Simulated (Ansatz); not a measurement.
Input file:

```
crystal:
  periodic: [false, false, false]
  atoms:
    - {symbol: C, position_ang: [-3.055994, 0.911896, -0.690009]}
    - {symbol: N, position_ang: [-1.723196, 0.962159, -1.262704]}
    - {symbol: Sn, position_ang: [-0.158090, 0.266833, -0.192146]}
    - {symbol: N, position_ang: [1.293097, -0.083859, -1.547607]}
    - {symbol: C, position_ang: [2.691102, -0.001019, -1.173306]}
    - {symbol: N, position_ang: [0.280059, 1.446430, 1.391149]}
    - {symbol: C, position_ang: [1.345545, 1.093192, 2.311446]}
    - {symbol: N, position_ang: [-0.500727, -1.496495, 0.695043]}
    - {symbol: C, position_ang: [-0.681893, -2.706399, -0.081735]}
    - {symbol: H, position_ang: [-3.211010, -0.059405, -0.211905]}
    - {symbol: H, position_ang: [-3.262170, 1.682339, 0.065960]}
    - {symbol: H, position_ang: [-3.814972, 1.001530, -1.474880]}
    - {symbol: H, position_ang: [-1.552239, 1.839799, -1.733089]}
    - {symbol: H, position_ang: [1.111077, 0.327344, -2.451757]}
    - {symbol: H, position_ang: [3.320974, -0.462123, -1.941619]}
    - {symbol: H, position_ang: [2.860414, -0.564346, -0.251521]}
    - {symbol: H, position_ang: [3.066694, 1.018979, -1.005213]}
    - {symbol: H, position_ang: [0.267115, 2.435944, 1.189179]}
    - {symbol: H, position_ang: [1.194056, 1.578084, 3.282732]}
    - {symbol: H, position_ang: [2.355017, 1.354471, 1.963544]}
    - {symbol: H, position_ang: [1.331308, 0.014871, 2.488235]}
    - {symbol: H, position_ang: [-1.097978, -1.455981, 1.507347]}
    - {symbol: H, position_ang: [-1.698693, -2.845183, -0.475219]}
    - {symbol: H, position_ang: [-0.001012, -2.692472, -0.936268]}
    - {symbol: H, position_ang: [-0.431484, -3.590891, 0.514743]}
basis:
  gaussian: {orbitals: def2-TZVPP}
hamiltonian: {xc: pbe0, dispersion: d4}
output: {orbitals: {seedname: orbitals}}
```

Run with:

```sh
ansatz run in.yaml --threads 4 --pin off --events-out ev --progress --plain --max-ram 46080MiB --backend cuda --devices 0, --max-vram 37GiB
```

Geometry: PBE0-D4/def2-TZVP; core potentials replace the inner electrons of Sn.

These are results of RKS PBE0-D4/def2-TZVPP in Ansatz, not measurements.

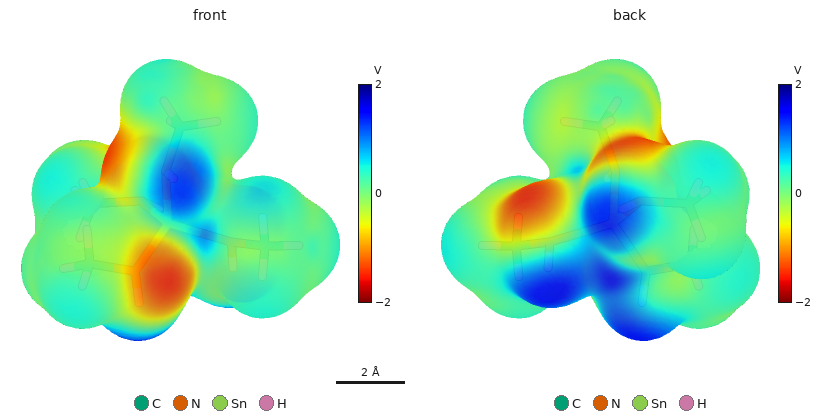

C4H16N4Sn (SMILES C[NH][Sn]([NH]C)([NH]C)[NH]C). The molecular electrostatic potential painted on the density surface at 0.002 e/bohr³, seen from the front and from behind; the colour scale runs from red (negative) to blue (positive).

Question: Which sites attract a positive test charge, and which a negative one?

Answer: A positive charge is drawn to the negative regions and a negative charge to the positive ones. The most negative region (about −1.4 V) lies over N2 and N6, the most positive (about +1.5 V) over H13, H14 and H18.
